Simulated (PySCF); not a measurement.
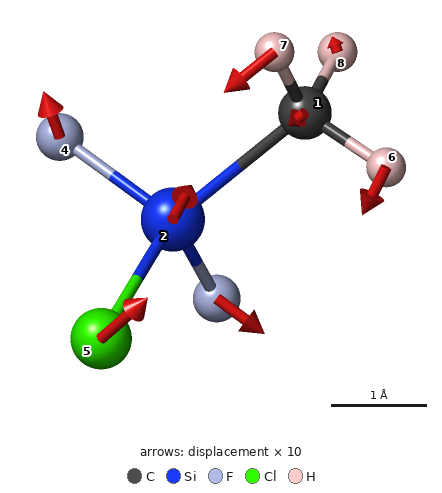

This is a relaxation of CH₃ClF₂Si. The starting structure is drawn; red arrows show the displacements, 10 times their true length. The two geometries are superimposed by the best rigid fit.

A ball-and-stick model, seen from a free direction.

The start comes from GFN2-xTB.

These are results of PySCF 2.14.0, density-fitted response routines, PBE0-D3(BJ)/def2-SVP geometry optimisation, gas phase, not measurements. 

### What happened in the run?

The largest move after the best rigid fit is that of the Cl atom, 0.080 Å. By element the largest moves are Cl 0.080 Å, H 0.070 Å, Si 0.067 Å, F 0.063 Å, C 0.026 Å. Some distances before and after: Cl–Si 1.986 → 2.039 Å, C–Si 1.881 → 1.836 Å, C–H 1.087 → 1.100 Å, F–Si 1.601 → 1.609 Å. Bond angles that change, for instance: F–Si–F 100.5° → 106.1°, C–Si–Cl 116.5° → 112.2°. After 8 geometry steps the energy has fallen by 0.110 eV. The largest force component goes from 1.4 to 0.018 eV/Å.
